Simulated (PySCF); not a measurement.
Input file:

```
{"job": {"kind": "nmr", "xc": "PBE0", "basis": "pcSseg-2"}, "charge": 0, "multiplicity": 1}
C     -0.619522    -0.000765    -0.027020
C      0.516796    -0.026107    -0.387491
F      1.727763    -0.060458    -0.767715
H     -1.632825     0.027173     0.291259
```

Command:

```sh
OMP_NUM_THREADS=1 python probes_run.py task.json out
```

Geometry: PBE0-D3(BJ)/def2-TZVP.

The calculation used PBE0/pcSseg-2, SCF density, gas phase, non-relativistic (PySCF).

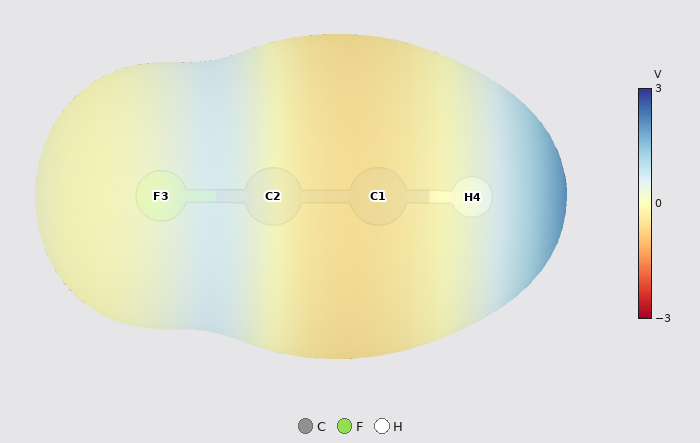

C2HF (Fluoroacetylene). The molecular electrostatic potential painted on the density surface at 0.002 e/bohr³, seen across its widest extent; red is negative and blue positive.

Describe the electrostatic potential map.

The most negative region (about −0.5 V, or −12 kcal/mol for a unit charge) lies over C1 and C2, the most positive (about +2.0 V, or +46 kcal/mol for a unit charge) over H4.

What dipole moment does the calculation give?

Its dipole moment is 0.58 D.
